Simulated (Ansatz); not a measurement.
Process, species as SMILES: P#P (P2) → 2 P atom
B3LYP-D3(BJ)/def2-TZVP geometries, fixed; electronic energies without zero-point terms.

Basis-set convergence of the atomisation energy at HF with Ansatz (an electronic-structure program). Cartesian d functions, on some or all atoms, in 6-31G**, 6-311G**; all else is spherical. A restricted Hartree-Fock determinant is unstable towards unrestricted orbitals. Open shells are unrestricted. No added dispersion term, no relativity. Functions are those of the species that has most. Reference: the value in pcseg-4, 38.90 kcal/mol, itself unsure by roughly 0.10 kcal/mol (its mean distance from aug-pcseg-3, aug-cc-pV(Q+d)Z, cc-pV(5+d)Z). Deviations are taken from unrounded values.

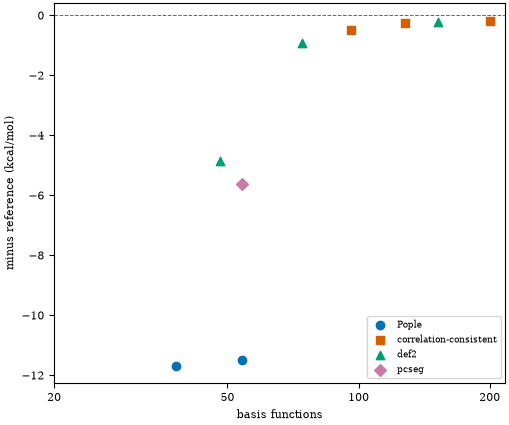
Deviation from the reference against the number of basis functions, by family of sets.

```tsv
basis	functions	atomisation energy (kcal/mol)	minus reference (kcal/mol)
6-31G**	38	27.22	-11.68
def2-SVPD	48	34.05	-4.85
6-311G**	54	27.42	-11.48
aug-pcseg-1	54	33.26	-5.64
def2-TZVP	74	37.97	-0.93
jun-cc-pV(T+d)Z	96	38.40	-0.50
cc-pV(Q+d)Z	128	38.65	-0.25
def2-QZVPPD	152	38.67	-0.23
cc-pV(5+d)Z	200	38.73	-0.17
```
